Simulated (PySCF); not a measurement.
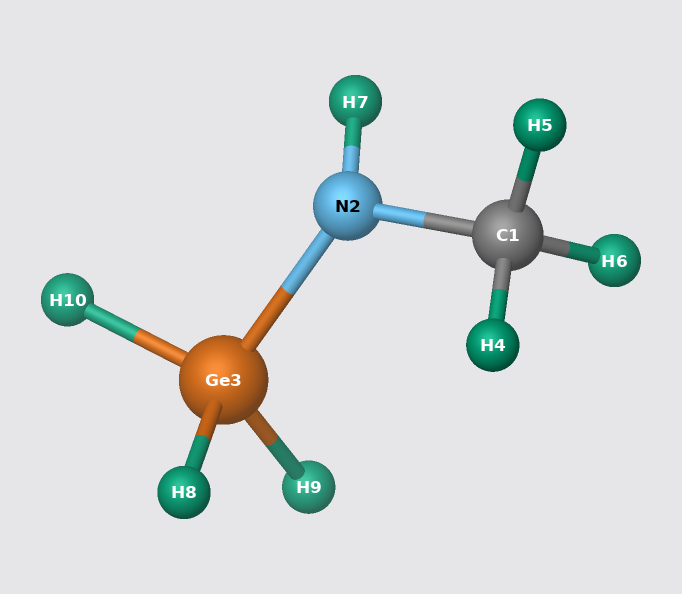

The geometry was computed by an optimisation with GFN2-xTB. No frequency run is at hand to confirm it as a minimum. Level of theory: B3LYP/pcJ-1 (pcSseg-1 on Ge) indirect spin-spin coupling, non-relativistic, gas phase (PySCF 2.14.0). Isotopes: 13C, 1H, 15N.

Give the spin–spin coupling constants of these pairs, with the number of bonds between them: C1/N2, N2/H7, N2/H5, N2/H10, N2/H4, N2/H8.

| pair | bonds apart | J (Hz) |
| --- | --- | --- |
| C1, N2 | 1 | −6.2 |
| N2, H7 | 1 | −75.6 |
| N2, H5 | 2 | −2.6 |
| N2, H10 | 2 | −8.0 |
| N2, H4 | 2 | −1.6 |
| N2, H8 | 2 | −8.4 |

The geometry is semi-empirical. Around Ge such bond lengths and angles can be off by a tenth of an ångström or more and by several degrees, and values that hang on the shape move with them.
